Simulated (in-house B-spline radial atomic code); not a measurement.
**Run report: Sb⁺, many-body perturbation calculation**

- system: Sb⁺, core [Kr] 4d10 5s2.
- method: configuration interaction of two valence electrons with many-body perturbation theory for the core (screened one- and two-electron correlation potentials), Breit and QED, no-pair Dirac, B-spline basis (in-house B-spline radial atomic code)

### Key numbers

```tsv
quantity	value
outcome	converged
hardware	1 CPU thread, shared host
wall time	79 s
```

### Notes

Caveats: the outer s2 shell is a soft core here, levels are rough; the outer n is counted by energy, so a perturber such as np2 can shift it by one.

### The input
```
basis_form = 3
Z = 51
core_configuration = [Kr] 4d10 5s2
rms_radius = 4.6802
mass_number = 121
speed_of_light = 137.035999084
box_radius = 30.0
lmax = 6
intervals = 66
virtual_cutoff = 5202.0
```

Launched within a batch (the task file carries these settings):
```bash
python <driver script> task.json out
```

The program writes its results to a structured record and prints no log; tables and figures of this report are taken from that record.

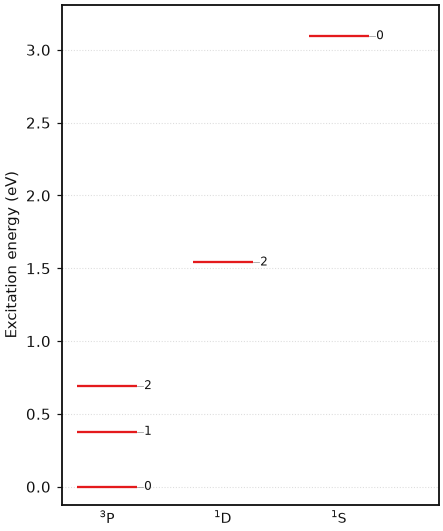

Figure 1. Levels of Sb⁺, two electrons outside the core [Kr] 4d¹⁰ 5s². CI+MBPT: configuration interaction in the frozen-core Dirac–Hartree–Fock potential with screened core-valence correlation, Breit and QED terms; computed with a B-spline radial code. The lowest level is 5p² ³P₀. The first excited level, 5p² ³P₁, lies at 0.378 eV. The ground term spreads over 0.692 eV in the order J = 0, 1, 2, a normal multiplet. All levels drawn have even parity, so no electric dipole line joins them. The ionisation energy is 16.77 eV, against 15.77 eV from CI without core-valence correlation and a measured value of 16.63 eV.

```csv
Level,E (eV),measured
5p² ³P₀,0,0
5p² ³P₁,0.3783,0.3787
5p² ³P₂,0.6924,0.7015
5p² ¹D₂,1.541,1.586
5p² ¹S₀,3.095,2.964
```
